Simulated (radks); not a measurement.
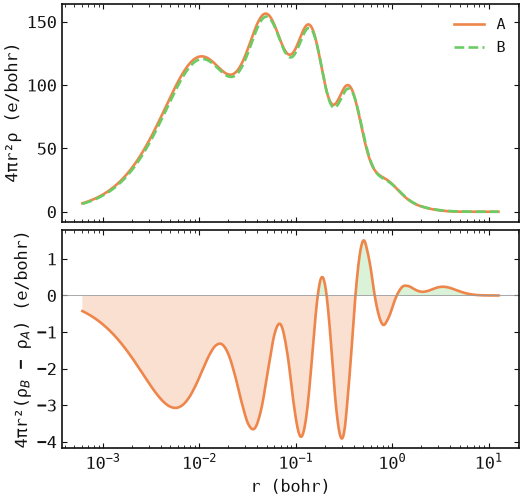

Two nuclei with the same 82 electrons, [Xe] 4f14 5d10 6s2 6p2 (6p1/2: 2), were computed: Bi⁺; Pb. Level of theory: Dirac Kohn-Sham, PBE, spin-unpolarised, spherical densities, point nucleus. Computed with the in-house radial solver radks.

The plot shows both radial densities and the radial density of run B less that of run A; on the logarithmic r axis, areas aren't charges.

Assign A and B and describe the change of the density.

A is Bi⁺; B is Pb. B holds 1.1 electrons more than A where the difference is positive (most at r = 0.51 bohr) and 1.1 electrons fewer where it is negative (most at r = 0.30 bohr), with no net change. The larger nuclear charge draws every shell in.
